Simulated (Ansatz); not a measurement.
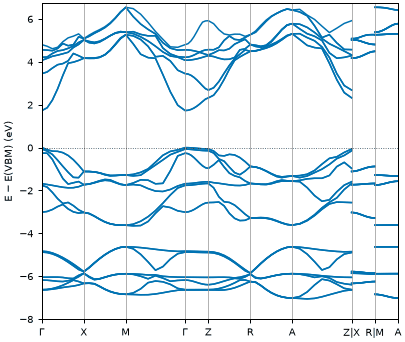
Figure: Band structure from plane-wave PAW r²SCAN with spin–orbit coupling (Ansatz code)

Task: Read off the gap and where the band edges lie.

Result: About 1.7 eV (1.73 eV by a search for the band edges); maximum at Γ, minimum at Γ.

The material is YSF in space group P4/nmm (No. 129; Y on 2c, S on 2c, F on 2a).

The first step of the workflow began from a Materials Project structure, measured or hypothetical; the Crystallography Open Database copy checked does not list it. COD files the formula under space group No. 194. Its standing as an ambient phase is unchecked. The r²SCAN relaxation kept the symmetry of its start; its stability against distortions is not shown here. The run is not spin-polarised.

Potentials: the later of the program's two PAW sets.
